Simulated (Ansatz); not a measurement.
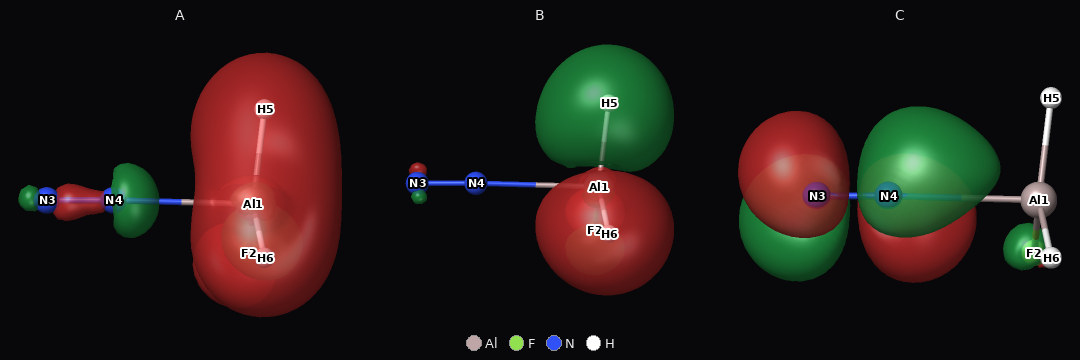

Figure. AlFH₂N₂ (SMILES N#[N+][AlH2-][F]). Three frontier orbitals at ±0.1 Å⁻³ᐟ² (green and red are the two phases), in no order.

Geometry: B3LYP-D3(BJ)/def2-SVP.

Theory: isolated molecule in a Gaussian basis; Kohn-Sham density functional theory, functional PBE0 in Ansatz.

```xyz
6

Al   -2.9607   -0.2562    1.1424
F    -4.5828   -0.3437    0.7234
N    -2.3726   -3.1512   -0.5581
N    -2.5168   -2.2164    0.0012
H    -2.5573   -0.8178    2.5613
H    -2.0370    0.6514    0.2399
```

**Which picture is the HOMO−1, the HOMO and the LUMO?**

A is the HOMO−1 (−10.16 eV). Its weight (Hirshfeld) is mainly on Al1 (about 35 %), H5 (about 20 %), H6 (about 20 %) and F2 (about 15 %). B is the HOMO (−8.47 eV). It lies mainly on Al1 (about 35 %), H5 (about 30 %) and H6 (about 30 %). C is the LUMO (−2.15 eV). By Hirshfeld shares it lies mainly on N3 (about 45 %) and N4 (about 40 %); π-antibonding (π*) across N3–N4.

**What is the HOMO–LUMO gap?**

6.32 eV between the orbital energies.
